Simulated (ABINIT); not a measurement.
# A GW chain in ABINIT: SiO2 (Quartz)

Aim: the G0W0 gap of SiO2 (Quartz) on PBE, step by step.

Calculated with ABINIT 10.8.3; PBE and many-body steps on it, plane waves.

**1. The starting structure**

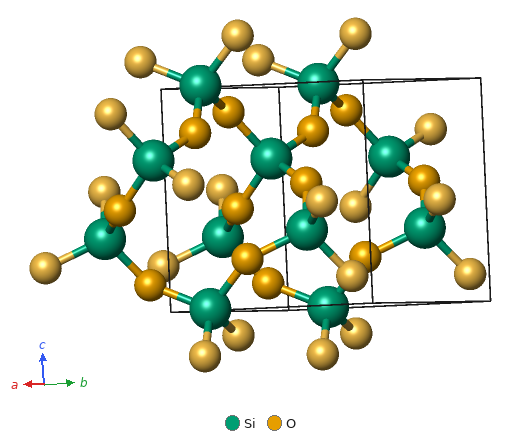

Start, viewed slightly off an axis; silicon teal, oxygen orange. 2×1×1 cells are drawn. Some periodic images of atoms are drawn too.

The cell and positions come from the Crystallography Open Database and are kept as given unless a step says otherwise.

**2. Ground state**

This step: ABINIT 10.8.3; DFT, PBE, plane waves, norm-conserving pseudopotentials.

The ground-state density comes first.

run.abi

```
acell 3*1.0 Angstrom
rprim 
  4.915799999986 0.000000000003 0.000000000000
  -2.457899999996 4.257207679910 0.000000000000
  0.000000000000 0.000000000000 5.409100000000
ntypat 2
znucl 14 8
natom 9
typat 1 1 1 2 2 2 2 2 2
xred 
  0.530300000000 0.000000000000 0.333333333333
  0.000000000000 0.530300000000 0.666666666667
  0.469700000000 0.469700000000 -0.000000000000
  0.146200000000 0.414200000000 0.881000000000
  0.585800000000 0.732000000000 0.214333333333
  0.268000000000 0.853800000000 0.547666666667
  0.414200000000 0.146200000000 0.119000000000
  0.732000000000 0.585800000000 0.785666666667
  0.853800000000 0.268000000000 0.452333333333
pp_dirpath "pseudos"
pseudos "Si.upf, O.upf"
ecut 36
ngkpt 6 6 4
nshiftk 1
shiftk 0 0 0
kptopt 1
chksymbreak 0
nband 32
occopt 1
tolvrs 1e-10
nstep 60
prtwf 0
indata_prefix "in"
outdata_prefix "out"
tmpdata_prefix "tmp"
```

On the command line:

```
OMP_NUM_THREADS=1 mpirun -n 4 abinit run.abi > log
```

Numbers of over 12 decimals in the logs are rounded to 6 here.

What it wrote:

```text
.Version 10.8.3 of ABINIT. v10.8.2 released Aug 2026.

 Symmetries : space group P3_1 2 1 (#152); Bravais hP (primitive hexag.)
================================================================================
 Values of the parameters that define the memory need of the present run
     intxc =       0    ionmov =       0      iscf =       7    lmnmax =       6
     lnmax =       6     mgfft =      60  mpssoang =       3    mqgrid =    3001
     natom =       9  nloc_mem =       1    nspden =       1   nspinor =       1
    nsppol =       1      nsym =       6    n1xccc =    2501    ntypat =       2
    occopt =       1   xclevel =       2
-    mband =          32        mffmem =           1         mkmem =           6
       mpw =        7924          nfft =      174960          nkpt =          24
================================================================================
  Rough estimation (10% accuracy) of disk space for files :
================================================================================

--------------------------------------------------------------------------------
------------- Echo of variables that govern the present computation ------------
--------------------------------------------------------------------------------
 -outvars: echo values of preprocessed input variables --------
            acell      1.8897261259E+00  1.8897261259E+00  1.8897261259E+00 Bohr

      chksymbreak           0
             ecut      3.60000000E+01 Hartree
-          fftalg         312

              ixc     -101130
              kpt      0.00000000E+00  0.00000000E+00  0.00000000E+00
                       1.66666667E-01  0.00000000E+00  0.00000000E+00
                       3.33333333E-01  0.00000000E+00  0.00000000E+00
                       5.00000000E-01  0.00000000E+00  0.00000000E+00
                       1.66666667E-01  1.66666667E-01  0.00000000E+00
                       3.33333333E-01  1.66666667E-01  0.00000000E+00
                       3.33333333E-01  3.33333333E-01  0.00000000E+00
                       0.00000000E+00  0.00000000E+00  2.50000000E-01
                       1.66666667E-01  0.00000000E+00  2.50000000E-01
   [... 13 further rows ...]
                       3.33333333E-01  1.66666667E-01  5.00000000E-01
                       3.33333333E-01  3.33333333E-01  5.00000000E-01
         kptrlatt        6    0    0      0    6    0      0    0    4
          kptrlen      4.08868704E+01
P           mkmem           6
            natom           9
            nband          32
            ngfft          54      54      60
             nkpt          24
            nstep          60
             nsym           6
           ntypat           2
              occ      2.000000  2.000000  2.000000  2.000000  2.000000  2.000000
                       2.000000  2.000000  2.000000  2.000000  2.000000  2.000000
                       2.000000  2.000000  2.000000  2.000000  2.000000  2.000000
                       2.000000  2.000000  2.000000  2.000000  2.000000  2.000000
                       0.000000  0.000000  0.000000  0.000000  0.000000  0.000000
                       0.000000  0.000000
            prtwf           0
            rprim      4.9158000000E+00  3.0000000000E-12  0.0000000000E+00
[...]
spgroup         152

           tolvrs      1.00000000E-10

             xred      5.3030000000E-01  2.5857407038E-29  3.3333333333E-01
[...]
znucl       14.00000    8.00000

================================================================================

 chkinp: Checking input parameters for consistency.

================================================================================
== DATASET  1 ==================================================================
-   mpi_nproc: 4, omp_nthreads: 1 (-1 if OMP is not activated)

--- !DatasetInfo
iteration_state: {dtset: 1, }
dimensions: {natom: 9, nkpt: 24, mband: 32, nsppol: 1, nspinor: 1, nspden: 1, mpw: 7924, }
cutoff_energies: {ecut:  36.0, pawecutdg:  -1.0, }
electrons: {nelect:   4.80000000E+01, charge:   0.00000000E+00, occopt:   1.00000000E+00, tsmear:   1.00000000E-02, }

 Real(R)+Recip(G) space primitive vectors, cartesian coordinates (Bohr,Bohr^-1):
 R(1)=  9.2895157  0.0000000  0.0000000  G(1)=  0.1076482  0.0621507  0.0000000
 R(2)= -4.6447578  8.0449566  0.0000000  G(2)=  0.0000000  0.1243015  0.0000000
 R(3)=  0.0000000  0.0000000 10.2217176  G(3)=  0.0000000  0.0000000  0.0978309
 Unit cell volume ucvol=  7.6390729E+02 bohr^3
 Angles (23,13,12)=  9.00000000E+01  9.00000000E+01  1.20000000E+02 degrees

 getcut: wavevector=  0.0000  0.0000  0.0000  ngfft=  54  54  60
         ecut(hartree)=     36.000   => boxcut(ratio)=   2.15270

--- Pseudopotential description ------------------------------------------------
- Si Generated using ONCVPSP code by D. R. Hamann
- 14.00000   4.00000  171031                  znucl, zion, pspdat
12 -101130 2 -1 1510                          pspcod,pspxc,lmax,lloc,mmax
     nproj     2     2     2
  pspatm : epsatm=    9.34321561
         --- l  ekb(1:nproj) -->
[...]
pspatm: atomic psp has been read  and splines computed

- O Generated using ONCVPSP code by D. R. Hamann
-  8.00000   6.00000  171031                  znucl, zion, pspdat
[...]
Cartesian components of stress tensor (hartree/bohr^3)
  sigma(1 1)= -1.90571660E-04  sigma(3 2)=  0.00000000E+00
  sigma(2 2)= -1.90571660E-04  sigma(3 1)=  0.00000000E+00
  sigma(3 3)= -1.93020098E-04  sigma(2 1)=  0.00000000E+00

--- !ResultsGS
iteration_state: {dtset: 1, }
comment   : Summary of ground state results
lattice_vectors:
- [  9.2895157,   0.0000000,   0.0000000, ]
- [ -4.6447578,   8.0449566,   0.0000000, ]
- [  0.0000000,   0.0000000,  10.2217176, ]
lattice_lengths: [   9.28952,    9.28952,   10.22172, ]
lattice_angles: [ 90.000,  90.000, 120.000, ] # degrees, (23, 13, 12)
lattice_volume:   7.6390729E+02
convergence: {deltae: -4.377E-12, res2:  8.913E-12, residm:  2.106E-04, diffor: null, }
etotal    :  -1.12355243E+02
entropy   :   0.00000000E+00
fermie    :   7.24587944E-03
cartesian_stress_tensor: # hartree/bohr^3
- [ -1.90571660E-04,   0.00000000E+00,   0.00000000E+00, ]
- [  0.00000000E+00,  -1.90571660E-04,   0.00000000E+00, ]
- [  0.00000000E+00,   0.00000000E+00,  -1.93020098E-04, ]
pressure_GPa:   5.6308E+00
xred      :
- [  5.3030E-01,   2.5857E-29,   3.3333E-01, Si]
- [ -2.2564E-18,   5.3030E-01,   6.6667E-01, Si]
- [  4.6970E-01,   4.6970E-01,   1.3878E-16, Si]
- [  1.4620E-01,   4.1420E-01,   8.8100E-01,  O]
- [  5.8580E-01,   7.3200E-01,   2.1433E-01,  O]
- [  2.6800E-01,   8.5380E-01,   5.4767E-01,  O]
- [  4.1420E-01,   1.4620E-01,   1.1900E-01,  O]
- [  7.3200E-01,   5.8580E-01,   7.8567E-01,  O]
- [  8.5380E-01,   2.6800E-01,   4.5233E-01,  O]
cartesian_forces: # hartree/bohr
- [ -2.89312031E-04,  -2.03962325E-16,   9.63735289E-20, ]
- [  1.44656016E-04,  -2.50551569E-04,   9.63735264E-20, ]
- [  1.44656016E-04,   2.50551569E-04,   9.63735264E-20, ]
- [ -2.67089501E-03,  -5.26962197E-03,   3.03743808E-03, ]
- [  5.89907399E-03,   3.21748057E-04,   3.03743808E-03, ]
- [ -3.22817899E-03,   4.94787391E-03,   3.03743808E-03, ]
- [ -3.22817899E-03,  -4.94787391E-03,  -3.03743808E-03, ]
- [ -2.67089501E-03,   5.26962197E-03,  -3.03743808E-03, ]
- [  5.89907399E-03,  -3.21748057E-04,  -3.03743808E-03, ]
force_length_stats: {min:   2.89312031E-04, max:   6.64293805E-03, mean:   4.52506271E-03, }

 Integrated electronic density in atomic spheres:
 ------------------------------------------------
 Atom  Sphere_radius  Integrated_density
[...]
================================================================================

 ----iterations are completed or convergence reached----

 Mean square residual over all n,k,spin=   10.843E-07; max=  21.057E-05
 reduced coordinates (array xred) for    9 atoms
[...]
0.585800000000      0.732000000000      0.214333333333
       0.268000000000      0.853800000000      0.547666666667
       0.414200000000      0.146200000000      0.119000000000
       0.732000000000      0.585800000000      0.785666666667
       0.853800000000      0.268000000000      0.452333333333
 rms dE/dt=  2.9738E-02; max dE/dt=  3.1048E-02; dE/dt below (all hartree)
    1       0.002687568655     -0.001343784327     -0.000000000000
    2      -0.001343784327      0.002687568655      0.000000000000
    3      -0.001343784327     -0.001343784327      0.000000000000
    4       0.024811321061      0.029988219362     -0.031047834223
    5      -0.054799540423      0.024811321061     -0.031047834223
    6       0.029988219362     -0.054799540423     -0.031047834223
    7       0.029988219362      0.024811321061      0.031047834223
    8       0.024811321061     -0.054799540423      0.031047834223
    9      -0.054799540423      0.029988219362      0.031047834223

 cartesian coordinates (angstrom) at end:
    1      2.606849     1.59e-12     1.803033
[...]
cartesian forces (hartree/bohr) at end:
[...]
frms,max,avg= 3.1329956E-03 5.8990740E-03   0.000E+00  0.000E+00  0.000E+00 h/b

 cartesian forces (eV/Angstrom) at end:
[...]
5      0.303343     0.016545     0.156191
    6     -0.166000     0.254430     0.156191
    7     -0.166000    -0.254430    -0.156191
    8     -0.137343     0.270975    -0.156191
    9      0.303343    -0.016545    -0.156191
 frms,max,avg= 1.6110511E-01 3.0334258E-01   0.000E+00  0.000E+00  0.000E+00 e/A
 length scales=  1.889726125908  1.889726125908  1.889726125908 bohr
              =  1.000000000000  1.000000000000  1.000000000000 angstroms
 prteigrs : about to open file out_EIG
 Fermi (or HOMO) energy (hartree) =   0.00725   Average Vxc (hartree)=  -0.33651
 Eigenvalues (hartree) for nkpt=  24  k points:
 kpt#   1, nband= 32, wtk=  0.00694, kpt=  0.0000  0.0000  0.0000 (reduced coord)
  -0.70426   -0.64805   -0.64805   -0.62445   -0.62301   -0.62301   -0.29558   -0.29558
  -0.19235   -0.19132   -0.18529   -0.18529   -0.10056   -0.10056   -0.09158   -0.08257
  -0.04784   -0.04784   -0.04678   -0.02927   -0.02927   -0.01783   -0.00426   -0.00426
   0.22915    0.35014    0.35014    0.36685    0.36685    0.41145    0.43686    0.45798
 prteigrs : prtvol=0 or 1, do not print more k-points.

--- !EnergyTerms
iteration_state     : {dtset: 1, }
comment             : Components of total free energy in Hartree
kinetic             :  7.35642990220719E+01
hartree             :  3.87480527388065E+01
xc                  : -3.03812606925484E+01
Ewald energy        : -6.94185472439243E+01
psp_core            :  4.09698169712855E+00
local_psp           : -1.14076840399786E+02
non_local_psp       : -1.48879280897454E+01
total_energy        : -1.12355242967997E+02
total_energy_eV     : -3.05734191316322E+03
band_energy         : -1.16584160801650E+01

 Cartesian components of stress tensor (hartree/bohr^3)
  sigma(1 1)= -1.90571660E-04  sigma(3 2)=  0.00000000E+00
  sigma(2 2)= -1.90571660E-04  sigma(3 1)=  0.00000000E+00
  sigma(3 3)= -1.93020098E-04  sigma(2 1)=  0.00000000E+00

-Cartesian components of stress tensor (GPa)         [Pressure=  5.6308E+00 GPa]
- sigma(1 1)= -5.60681182E+00  sigma(3 2)=  0.00000000E+00
- sigma(2 2)= -5.60681182E+00  sigma(3 1)=  0.00000000E+00
- sigma(3 3)= -5.67884735E+00  sigma(2 1)=  0.00000000E+00

== END DATASET(S) ==============================================================
================================================================================

 -outvars: echo values of variables after computation  --------
           etotal     -1.1235524297E+02
            nband          32
             nkpt          24
          spgroup         152
 [... the other variables as echoed above ...]

 Calculation completed.
```

Elapsed: 64 s, on 4 MPI ranks of Arm Neoverse V2, shared host; peak memory 0.49 GiB; 4.3 min of CPU time.

This step gave:

```yaml
total_energy: -3057.3419 eV
gap: 6.038 eV
k_of_the_valence_top: 0.3333, 0.3333, 0
k_of_the_conduction_bottom: 0, 0, 0
least_direct_gap: 6.351 eV
pressure: 5.631 GPa
```

The gap is indirect, with the least direct gap 0.31 eV higher.

The cutoff was set for levels, not for stress, so the pressure can be off by some GPa.

(Part 1 of 3 ends here.)

[Paths, hosts, dates, memory and timing lines, banners, echoed tables and standing remarks are left out of the program output.]

[Logs are printed without paths, hosts, clocks, repeated set-up lines and the standing remarks that a program may print on its own settings, such as how far it seeks lower states.]

[Runs of the session that timed out or met a known fault of the program may be left out.]

[Hosts, paths, dates, database ids (printed as entryN), source tags and the programs' standing remarks are cut or masked in the printed files.]

[G0W0 gaps are taken among the corrected bands and points alone; a level outside them can change the order at an edge.]

[Where Ansatz stands beside ABINIT at settings called matched, ABINIT's density can come from a denser mesh and the files from another edition; pairs whose starting gaps differed by over 0.03 eV were left out, so agreement reads better than it is.]
